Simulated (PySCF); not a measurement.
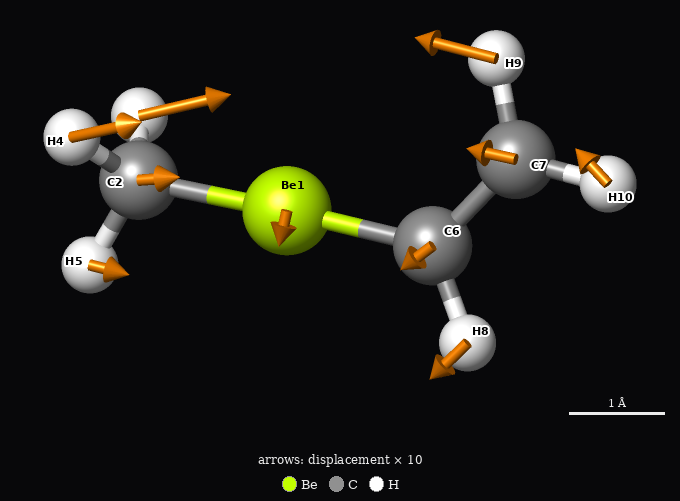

This is a relaxation of C3H6Be. The starting structure is drawn; orange arrows show the displacements, magnified 10 times. The two geometries are superimposed by the best rigid fit.

The picture is a ball-and-stick view, seen at a tilt.

The start comes from GFN2-xTB.

These are results of PBE0-D3(BJ)/def2-SVP geometry optimisation, gas phase in PySCF 2.14.0, density-fitted response routines, not measurements. 

Q: What did the optimiser do to the structure, and how much energy did it gain?

A: The energy falls by 1.68 kcal/mol in 5 geometry steps. The largest force component goes from 0.86 to 0.013 eV/Å. An H atom moves most after the best rigid fit: 0.10 Å. Largest moves by element: H 0.10 Å, C 0.06 Å, Be 0.04 Å. Near-neighbour distances that change, for instance: Be–C 1.726 → 1.677 Å, Be–C 1.705 → 1.676 Å, C–H 1.080 → 1.098 Å, C–C 1.333 → 1.345 Å. Bond angles that change, for instance: H–C–H 104.5° → 106.7°, C–C–H 112.8° → 115.0°, H–C–H 104.4° → 106.5°.
